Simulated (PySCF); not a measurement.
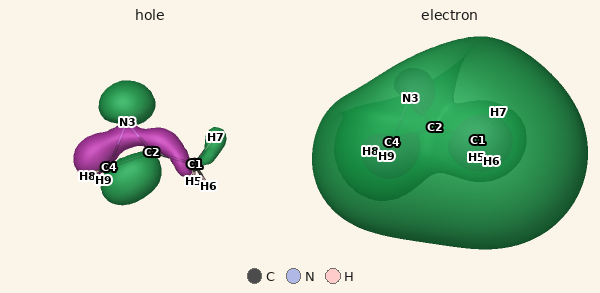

Figure. C$_{3}$H$_{5}$N, SMILES `CC1=NC1`. Leading natural transition orbital pair of S₂ (full linear response singlet states); the surfaces enclose about 78 % of each orbital's density.

Method: B3LYP/6-31+G*; geometry: GFN2-xTB; program: PySCF. No frequency check shows the geometry to be a minimum.

Input script:

```python
import numpy as np
from pyscf import gto, scf, dft, tdscf
from pyscf.scf import atom_ks, atom_hf
from scipy.linalg import block_diag

def solve(mol, dm0=None, hcore=None):
    mf = (dft.UKS if mol.spin else dft.RKS)(mol, xc='b3lyp')
    mf.grids.level = 3
    mf = mf.density_fit(auxbasis='def2-universal-jkfit')
    mf.conv_tol, mf.max_cycle = 1e-8, 80
    if hcore is not None:
        mf.get_hcore = lambda *args: hcore
    mf.kernel(dm0)
    if not mf.converged:
        mf = mf.newton().run(mf.mo_coeff, mf.mo_occ, max_cycle=30)
    assert mf.converged, 'SCF not converged'
    return mf

mol = gto.M(atom='''
C      1.56978    -0.12343    -0.00011
C      0.12779     0.07899    -0.00047
N     -0.82882     0.89025    -0.00007
C     -1.17199    -0.57187    -0.00039
H      1.85419    -0.69689     0.88393
H      1.85524    -0.70159    -0.87818
H      2.09455     0.82995    -0.00262
H     -1.57842    -0.98023     0.91710
H     -1.57733    -0.98511    -0.91391
''', basis='6-31+g*', charge=0, spin=0, verbose=4)
mf = solve(mol)
td = mf.TDDFT()
td.nstates, td.singlet, td.conv_tol = 6, True, 1e-5
td.kernel()
td.analyze()
x, y = np.array([p[0] for p in td.xy]), np.array([p[1] + 0 * p[0] for p in td.xy])
f, mu = td.oscillator_strength(), td.transition_dipole()
nto = [td.get_nto(state=i + 1, verbose=4) for i in range(len(td.e))]
# spherically averaged free atoms, for the promolecule
atm = atom_ks.get_atm_nrks(mol, xc='b3lyp')
pro = block_diag(*[(atm[a[0]][2] * atm[a[0]][3]) @ atm[a[0]][2].T for a in mol._atom])
np.savez('result.npz', e=td.e, f=f, ok=td.converged, w=[n[0] for n in nto], nto=[n[1] for n in nto], x=x, y=y, c=mf.mo_coeff, occ=mf.mo_occ, eps=mf.mo_energy, pro=pro, mu=mu)
```

Launched as:

```sh
OMP_NUM_THREADS=1 python input.py
```

The run took 2.8 min on 1 thread of Arm Neoverse V1 (shared host), peak memory 0.54 GiB.

Give its energy, strength and character.

6.47 eV (192 nm), f = 0.012, σ or n → diffuse (Rydberg-like) orbital; the leading pair carries 96 %; hole on N3 (40 %), C4 (30 %) and C2 (18 %), electron on C1 (27 %), C2 (14 %) and C4 (13 %) (atom shares of so diffuse an orbital are rough); their centroids lie 1.8 Å apart. In canonical orbitals it is mainly HOMO → LUMO+1 (92 %). The HOMO–LUMO gap is 6.89 eV.
